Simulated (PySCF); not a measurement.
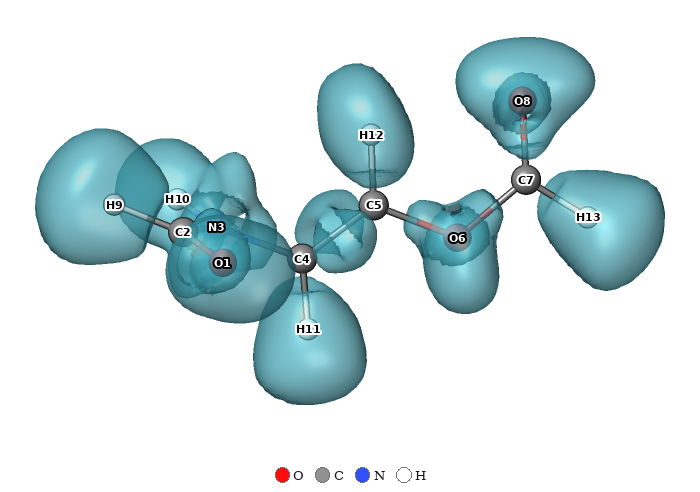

The picture shows: C4H5NO3. Isosurface of the electron localisation function at 0.75 (cyan), seen at a tilt. Only the valence region is drawn (cores and ρ < 0.01 e/Å³ removed).

Geometry: GFN2-xTB.

These are results of BP86/pcSseg-1, SCF density, gas phase, non-relativistic in PySCF 2.14.0, not measurements.

```yaml
atoms:
  - { symbol: O, position_ang: [-2.2864, -0.9344, 1.4319] }
  - { symbol: C, position_ang: [-2.5460, -0.2278, 0.4970] }
  - { symbol: N, position_ang: [-1.7111, 0.0477, -0.5331] }
  - { symbol: C, position_ang: [-0.4087, -0.5023, -0.6157] }
  - { symbol: C, position_ang: [0.6456, 0.1280, -0.1191] }
  - { symbol: O, position_ang: [1.8989, -0.4280, -0.1886] }
  - { symbol: C, position_ang: [2.9303, 0.2858, 0.2670] }
  - { symbol: O, position_ang: [2.8915, 1.3913, 0.7121] }
  - { symbol: H, position_ang: [-3.5193, 0.2832, 0.3735] }
  - { symbol: H, position_ang: [-2.0134, 0.6611, -1.2744] }
  - { symbol: H, position_ang: [-0.3180, -1.4852, -1.0612] }
  - { symbol: H, position_ang: [0.5941, 1.1016, 0.3539] }
  - { symbol: H, position_ang: [3.8425, -0.3209, 0.1568] }
```

Q: Where are the electrons localised?

A: At this value the surface marks out one region between bonded C–C atoms (shared pairs), five regions around hydrogen nuclei and three regions on O in which the atom's valence shell and bonds are merged. Profiles from the grid: C–O (1.19 Å): the ELF peaks at about 0.85 between the atoms (a short, multiple covalent bond). C–C (1.33 Å): the ELF peaks at about 0.90 between the atoms; a short, multiple covalent bond.
